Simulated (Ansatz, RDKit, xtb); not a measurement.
# Isomers of C2H9FGeN2, a sample narrowed down, part 2 of 2

A sample of isomers of C2H9FGeN2 is drawn. Aim: find which of them has the lowest free energy at 298.15 K, then its properties. The sample is small against all isomers, and the most stable one of this formula need not be in it.

xtb, Ansatz and PySCF; isolated molecules. The steps go on from the part before.

## 6. Ranking at B3LYP-D3(BJ)/def2-SVP

```csv
label,spin,r2SCAN-D4/def2-SVP (kcal/mol),"B3LYP-D3(BJ)/def2-SVP, relaxed (kcal/mol)",time
c906a,singlet,0.0,0.0,45 s
c125b,singlet,9.2,8.6,21 s
c546d,singlet,17.7,15.4,46 s
```

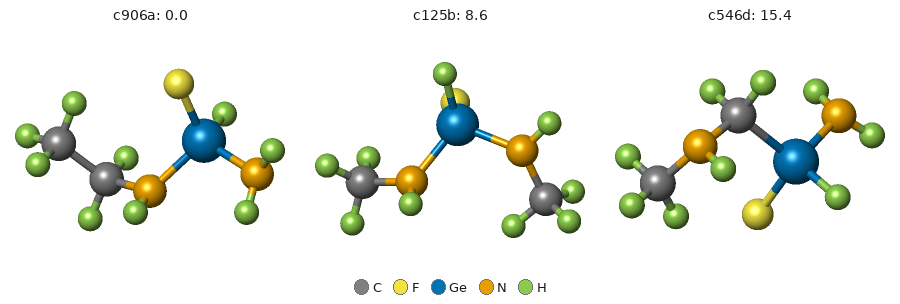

The relaxed structures, with energies at B3LYP-D3(BJ)/def2-SVP in kcal/mol.

## 7. Harmonic analysis of the finalists

The lowest few in one piece go on as finalists. In this search the thermal terms come from GFN2-xTB at its own nearest minimum. The first, c906a:

start.xyz

```xyz
15
c906a
C      1.492440    -0.954722    -1.407153
C      0.888262    -1.716765    -0.226479
F      2.777380     0.955832     1.462928
Ge     1.716620    -0.299466     2.115893
N      0.495924    -0.874966     0.899474
N      0.833423     0.448862     3.521942
H      1.774740    -1.639307    -2.223950
H      2.387189    -0.393529    -1.093709
H      0.770356    -0.226362    -1.813227
H      1.613739    -2.461904     0.143811
H      0.012129    -2.299186    -0.565577
H     -0.213740    -0.189543     0.647866
H      2.669890    -1.444577     2.469319
H      1.256236     1.296952     3.893063
H     -0.161199     0.599593     3.370290
```

Started as:

```sh
$ xtb start.xyz --gfn 2 --ohess tight
```

The program printed, cut to the lines that bear on the results:

```text
* xtb version 6.7.1
[...]
          :  # basis functions                  39          :
[...]
          :  # electrons                        38          :
[...]
          :  Hamiltonian                  GFN2-xTB          :
[...]
          :  net charge                          0          :
          :  unpaired electrons                  0          :
[...]
   *** convergence criteria satisfied after 13 iterations ***
[...]
   *** GEOMETRY OPTIMIZATION CONVERGED AFTER 8 ITERATIONS ***
[...]
   *** convergence criteria satisfied after 3 iterations ***
[...]
         ::                     SUMMARY                     ::
         :::::::::::::::::::::::::::::::::::::::::::::::::::::
         :: total energy             -21.427603886059 Eh    ::
         :: gradient norm              0.000328638380 Eh/a0 ::
         :: HOMO-LUMO gap              7.031487648223 eV    ::
         ::.................................................::
         :: SCC energy               -21.618157223574 Eh    ::
         :: -> isotropic ES            0.030643998229 Eh    ::
         :: -> anisotropic ES          0.002977015650 Eh    ::
         :: -> anisotropic XC          0.009458000470 Eh    ::
         :: -> dispersion             -0.008682061948 Eh    ::
         :: repulsion energy           0.190553337515 Eh    ::
         :: add. restraining           0.000000000000 Eh    ::
         :: total charge              -0.000000000000 e     ::
         :::::::::::::::::::::::::::::::::::::::::::::::::::::
[...]
        19        2.0000           -0.3797001             -10.3322 (HOMO)
        20                         -0.1212972              -3.3007 (LUMO)
[...]
molecular dipole:
                 x           y           z       tot (Debye)
 q only:       -0.820      -0.419       0.124
   full:       -0.986      -0.216      -0.105       2.579
molecular quadrupole (traceless):
[...]
          | TOTAL ENERGY              -21.427603886100 Eh   |
          | TOTAL ENTHALPY            -21.302960960913 Eh   |
          | TOTAL FREE ENERGY         -21.349551244989 Eh   |
          | GRADIENT NORM               0.000328560692 Eh/α |
[...]
```

Wall time 0.33 s (4 threads of Arm Neoverse V1, shared host).

## 8. Zero-point energy and free-energy terms

As xtb prints them, at 298.15 K, with its own treatment of low modes:

```csv
label,SMILES,spin,lowest mode (cm⁻¹),zero-point (kcal/mol),G − E (kcal/mol)
c906a,CC[NH][Ge@H]([NH2])[F],singlet,32,71.3,49.0
c125b,C[NH][GeH]([F])[NH]C,singlet,69,71.3,49.1
c546d,CN[CH2][Ge@H]([NH2])[F],singlet,37,71.0,48.9
```

## 9. Last filter: a higher level

Single points at CCSD(T)/def2-SVP + MP2/def2-TZVPP - MP2/def2-SVP on the refined geometries decide the order.

c906a, CCSD(T)/def2-SVP:

input.yaml

```yaml
crystal:
  periodic: [false, false, false]
  atoms:
    - {symbol: C, position_ang: [1.492440, -0.954722, -1.407153]}
    - {symbol: C, position_ang: [0.888262, -1.716765, -0.226479]}
    - {symbol: F, position_ang: [2.777380, 0.955832, 1.462928]}
    - {symbol: Ge, position_ang: [1.716620, -0.299466, 2.115893]}
    - {symbol: N, position_ang: [0.495924, -0.874966, 0.899474]}
    - {symbol: N, position_ang: [0.833423, 0.448862, 3.521942]}
    - {symbol: H, position_ang: [1.774740, -1.639307, -2.223950]}
    - {symbol: H, position_ang: [2.387189, -0.393529, -1.093709]}
    - {symbol: H, position_ang: [0.770356, -0.226362, -1.813227]}
    - {symbol: H, position_ang: [1.613739, -2.461904, 0.143811]}
    - {symbol: H, position_ang: [0.012129, -2.299186, -0.565577]}
    - {symbol: H, position_ang: [-0.213740, -0.189543, 0.647866]}
    - {symbol: H, position_ang: [2.669890, -1.444577, 2.469319]}
    - {symbol: H, position_ang: [1.256236, 1.296952, 3.893063]}
    - {symbol: H, position_ang: [-0.161199, 0.599593, 3.370290]}
basis:
  gaussian:
    orbitals: def2-SVP
total_charge: 0
correlation:
  method: ccsd_t
  frozen_orbitals: {F: 1, Ge: 9, C: 1, H: 0, "N": 1}
```

Started as:

```sh
$ ansatz run input.yaml --threads 4 --pin off --max-ram 7830MiB --events-out events.jsonl --progress --plain --runs-dir runs
```

The program printed, cut to the lines that bear on the results:

```text
Warning: RAYON_NUM_THREADS=4 ignored (pool sized by the plan → 4); use --threads N
Functional definition: HF
  name "HF"
[...]
1487 factors; integrals over basis functions are off by at most 1.4e-3 eV
[...]
mean field -64334.82316316 eV, -2364.2611435368 hartree, gradient 1.2e-6 eV, S^2 0.000000; 0 other end points of the search recorded, 0 dependent functions left out
14 core orbitals not correlated: weight in the atoms' cores, before any rotation towards them, 1.000 or more for the frozen orbitals, at most 0.000 for the correlated occupied ones
reference -64334.82316316 eV, -2364.2611435368 hartree; 24, 24 occupied and 109, 109 virtual orbitals, 1487 factors
second order -28.47496056 eV of doubles, -0.00000000 eV of singles
cycle   1  -28.86368496 eV  change   -3.9e-1 eV  update   1.2e-1
[...]
cycle   9  -29.73666527 eV  change    4.4e-6 eV  update   2.2e-5
perturbative correction -0.77860642 eV, -0.0286132581 hartree
Total energy: -64365.33843485 eV, -2365.3825590872 hartree
```

Wall time 42 s (4 threads of Arm Neoverse V1, shared host); peak memory 1.3 GiB.

## 10. c906a at MP2/def2-TZVPP

Edit input.yaml of step 9 so:

```diff
@@ -19,7 +19,3 @@
 basis:
-  gaussian:
-    orbitals: def2-SVP
-total_charge: 0
-correlation:
-  method: ccsd_t
-  frozen_orbitals: {F: 1, Ge: 9, C: 1, H: 0, "N": 1}
+  gaussian: {orbitals: def2-TZVPP}
+correlation: {method: mp2, frozen_orbitals: {F: 1, Ge: 9, C: 1, H: 0, "N": 1}}
```

Started as:

```sh
$ ansatz run input.yaml --threads 4 --pin off --max-ram 7830MiB --events-out events.jsonl --progress --plain --runs-dir runs
```

The program printed:

```text
Warning: RAYON_NUM_THREADS=4 ignored (pool sized by the plan → 4); use --threads N
Functional definition: HF
  name "HF"
  exchange = exact_x
  correlation = 0
1977 factors; integrals over basis functions are off by at most 1.0e-3 eV
mean field evaluation 1: about -64345.3324 eV, gradient 5.3e1 eV
mean field evaluation 2: about -64345.5624 eV, gradient 5.4e1 eV
mean field evaluation 4: about -64351.4803 eV, gradient 4.8e0 eV
mean field evaluation 8: about -64351.5588 eV, gradient 3.4e-1 eV
mean field evaluation 16: about -64351.5600 eV, gradient 1.7e-6 eV
mean field -64351.55995332 eV, -2364.8762092304 hartree, gradient 1.7e-6 eV, S^2 0.000000; 0 other end points of the search recorded, 0 dependent functions left out
14 core orbitals not correlated: weight in the atoms' cores, before any rotation towards them, 1.000 or more for the frozen orbitals, at most 0.000 for the correlated occupied ones
reference -64351.55995332 eV, -2364.8762092304 hartree; 24, 24 occupied and 291, 291 virtual orbitals, 1977 factors
second order -35.00878855 eV of doubles, -0.00000000 eV of singles
Total energy: -64386.56874187 eV, -2366.1627584798 hartree
```

It took 9.6 s on 4 threads of Arm Neoverse V1, shared host; peak memory 1.1 GiB.

## 11. c125b at CCSD(T)/def2-SVP

input.yaml

```yaml
basis:
  gaussian: {orbitals: def2-SVP}
crystal:
  periodic: [false, false, false]
  atoms:
    - symbol: C
      position_ang: [1.117501, 2.222052, -0.873990]
    - symbol: C
      position_ang: [-1.663648, -1.179415, -2.387434]
    - symbol: F
      position_ang: [-2.351777, 1.883048, -2.048441]
    - symbol: Ge
      position_ang: [-1.534861, 1.135066, -0.677059]
    - symbol: "N"
      position_ang: [-0.088188, 2.041311, -0.081686]
    - symbol: "N"
      position_ang: [-0.911812, -0.403447, -1.415938]
    - symbol: H
      position_ang: [1.209556, 1.384235, -1.581082]
    - symbol: H
      position_ang: [1.124891, 3.158070, -1.464682]
    - symbol: H
      position_ang: [2.019284, 2.218149, -0.236239]
    - symbol: H
      position_ang: [-0.263293, 2.780765, 0.592284]
    - symbol: H
      position_ang: [-2.597892, 1.114181, 0.436070]
    - symbol: H
      position_ang: [-0.288906, -0.949770, -0.828419]
    - symbol: H
      position_ang: [-2.346242, -1.930203, -1.940733]
    - symbol: H
      position_ang: [-2.272731, -0.496941, -2.998015]
    - symbol: H
      position_ang: [-0.984359, -1.713661, -3.074518]
correlation: {method: ccsd_t, frozen_orbitals: {F: 1, Ge: 9, C: 1, H: 0, "N": 1}}
```

Started as:

```sh
$ ansatz run input.yaml --threads 4 --pin off --max-ram 7830MiB --events-out events.jsonl --progress --plain --runs-dir runs
```

The program printed, cut to the lines that bear on the results:

```text
Warning: RAYON_NUM_THREADS=4 ignored (pool sized by the plan → 4); use --threads N
Functional definition: HF
  name "HF"
[...]
1490 factors; integrals over basis functions are off by at most 1.3e-3 eV
[...]
mean field -64334.46017792 eV, -2364.2478040753 hartree, gradient 9.0e-6 eV, S^2 0.000000; 0 other end points of the search recorded, 0 dependent functions left out
14 core orbitals not correlated: weight in the atoms' cores, before any rotation towards them, 1.000 or more for the frozen orbitals, at most 0.000 for the correlated occupied ones
reference -64334.46017792 eV, -2364.2478040753 hartree; 24, 24 occupied and 109, 109 virtual orbitals, 1490 factors
second order -28.39352344 eV of doubles, -0.00000000 eV of singles
cycle   1  -28.79683123 eV  change   -4.0e-1 eV  update   1.2e-1
[...]
cycle   9  -29.69066502 eV  change    3.4e-6 eV  update   2.3e-5
perturbative correction -0.77395189 eV, -0.0284422075 hartree
Total energy: -64364.92479484 eV, -2365.3673580972 hartree
```

It took 42 s on 4 threads of Arm Neoverse V1, shared host; peak memory 1.3 GiB.

## 12. Free energies and the winner

Energies in kcal/mol from c906a; G adds the thermal terms to the CCSD(T)/def2-SVP + MP2/def2-TZVPP - MP2/def2-SVP energy. The columns left of the relaxed level are at the tight-binding geometries.

```csv
label,SMILES,spin,GFN2-xTB,HF/STO-3G,r2SCAN-D4/def2-SVP,B3LYP-D3(BJ)/def2-SVP,HF/def2-SVP,MP2/def2-SVP,CCSD(T)/def2-SVP + MP2/def2-TZVPP - MP2/def2-SVP,G,share at equilibrium,T1
c906a,CC[NH][Ge@H]([NH2])[F],singlet,0.0,0.0,0.0,0.0,0.0,0.0,0.0,0.0,100.0 %,0.011
c125b,C[NH][GeH]([F])[NH]C,singlet,7.5,4.8,9.2,8.6,8.4,10.2,11.4,11.5,< 0.1 %,0.011
c546d,CN[CH2][Ge@H]([NH2])[F],singlet,13.2,23.5,17.7,15.4,19.1,19.5,17.9,17.8,< 0.1 %,0.011
```

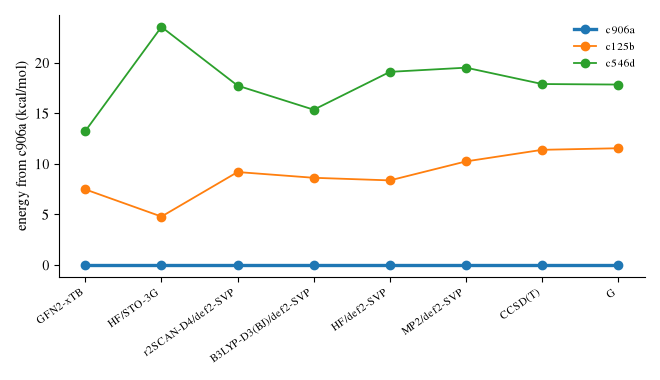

The finalists at each level, measured from c906a.

Lowest found: c906a, `CC[NH][Ge@H]([NH2])[F]`, a singlet. Bond lengths: C1–C2 1.530 Å, F3–Ge4 1.768 Å, C2–N5 1.460 Å, Ge4–N5 1.817 Å, Ge4–N6 1.821 Å, C1–H7 1.103 Å, C1–H8 1.102 Å, C1–H9 1.103 Å, C2–H10 1.104 Å, C2–H11 1.105 Å, N5–H12 1.018 Å, Ge4–H13 1.531 Å, N6–H14 1.018 Å, N6–H15 1.017 Å. Some angles: C1–C2–N5 114.5°, F3–Ge4–N5 112.4°, F3–Ge4–N6 106.5°, N5–Ge4–N6 108.7°, C2–N5–Ge4 121.2°, C1–C2–H10 109.6°, C1–C2–H11 109.8°, N5–C2–H10 107.9°, N5–C2–H11 109.1°, C2–C1–H7 111.3°.

```xyz
15

C     1.4924   -0.9547   -1.4072
C     0.8883   -1.7168   -0.2265
F     2.7774    0.9558    1.4629
Ge    1.7166   -0.2995    2.1159
N     0.4959   -0.8750    0.8995
N     0.8334    0.4489    3.5219
H     1.7747   -1.6393   -2.2239
H     2.3872   -0.3935   -1.0937
H     0.7704   -0.2264   -1.8132
H     1.6137   -2.4619    0.1438
H     0.0121   -2.2992   -0.5656
H    -0.2137   -0.1895    0.6479
H     2.6699   -1.4446    2.4693
H     1.2562    1.2970    3.8931
H    -0.1612    0.5996    3.3703
```

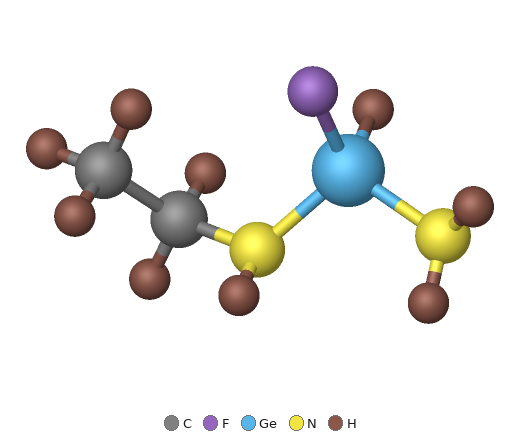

The lowest structure found, seen from a chosen angle (carbon grey, fluorine purple, germanium blue, nitrogen yellow, hydrogen brown).

## 13. Outcome

This closing draws on all 2 parts.

```
                                 quantity                                                                    value
                   lowest structure found                                          CC[NH][Ge@H]([NH2])[F], singlet
                            next finalist                 C[NH][GeH]([F])[NH]C, singlet, 11.5 kcal/mol higher in G
share at equilibrium, among the finalists                                                                  100.0 %
                                   funnel  16 starts, 16 minima at GFN2-xTB, 8 screening runs, 3 relaxed, 3 ranked
                     CPU time of all runs                                                                   18 min
```

**Reading.** `CC[NH][Ge@H]([NH2])[F]` comes out lowest. Among the finalists first place is clear (11.5 kcal/mol); structures outside the list aren't covered. GFN2-xTB, HF/STO-3G, r2SCAN-D4/def2-SVP, B3LYP-D3(BJ)/def2-SVP, HF/def2-SVP and MP2/def2-SVP already put its bonding pattern lowest among the structures in one piece. The largest share of the time went into the final energies (53 %). 6 minima inside the window were never screened. Lowest found is not proven lowest: the search is finite, and each finalist counts with one conformer. Only 4 drawn patterns were tried, so whole families of isomers are missing, and the result ranks this sample alone. The lowest isomer need not be the one that is made and kept in a bottle, which depends on barriers.
